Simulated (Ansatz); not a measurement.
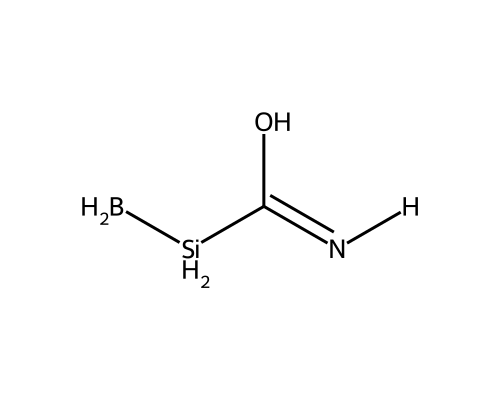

Source: calculation with Ansatz.

2D structure.

Q: Give its SMILES.

A: [H]/N=C(\O)[SiH2]B

Q: What is the molecular formula?

A: CH6BNOSi.

Q: An optimisation with PBE0-D4/def2-TZVP gave a structure of which point group?

A: C1. Other conformers may differ.
